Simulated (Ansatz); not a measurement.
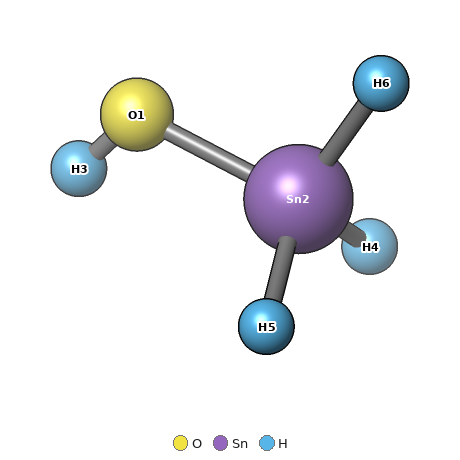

Relaxed scan of the stretch Sn2–H6 in SnH₄O, SMILES [OH][SnH3], singlet. The Ansatz code, def2-TZVPP, cores frozen in correlated methods. A stretch is scanned from the minimum (PBE0-D4/def2-TZVP); energies less that of the minimum at the same level. On heavy atoms the filled d shell below the valence is correlated. The other coordinates were relaxed with PBE0-D4, and all methods use those geometries. Straight lines join the computed points.

Methods: MP2, ωB97M-V, CCSD(T), B3LYP-D4, HF and PBE0-D4.

Order the curves at 2.21 Å, where they differ most.

B3LYP-D4 0.862, PBE0-D4 0.912, CCSD(T) 0.973, ωB97M-V 0.990, HF 1.032, MP2 1.092 eV, from lowest to highest.

What values does the calculation give?

In eV:
| distance Sn2–H6 (Å) | MP2 | ωB97M-V | CCSD(T) | B3LYP-D4 | HF | PBE0-D4 |
| --- | --- | --- | --- | --- | --- | --- |
| 1.46 | 0.493 | 0.547 | 0.535 | 0.582 | 0.611 | 0.572 |
| 1.51 | 0.265 | 0.307 | 0.298 | 0.336 | 0.350 | 0.327 |
| 1.58 | 0.071 | 0.097 | 0.092 | 0.115 | 0.118 | 0.110 |
| 1.67 | −0.003 | 0.003 | 0.002 | 0.008 | 0.007 | 0.006 |
| 1.76 | 0.051 | 0.036 | 0.038 | 0.024 | 0.031 | 0.028 |
| 1.87 | 0.219 | 0.182 | 0.185 | 0.150 | 0.176 | 0.161 |
| 1.98 | 0.480 | 0.419 | 0.420 | 0.363 | 0.420 | 0.383 |
| 2.09 | 0.804 | 0.721 | 0.714 | 0.631 | 0.736 | 0.665 |
| 2.21 | 1.092 | 0.990 | 0.973 | 0.862 | 1.032 | 0.912 |

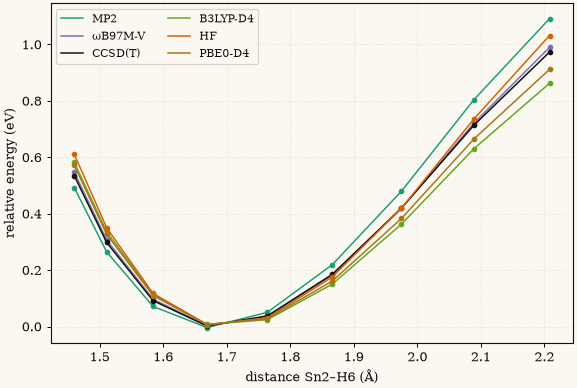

Note: spin-orbit coupling is left out, and with Sn it can shift these energies; core potentials past krypton.
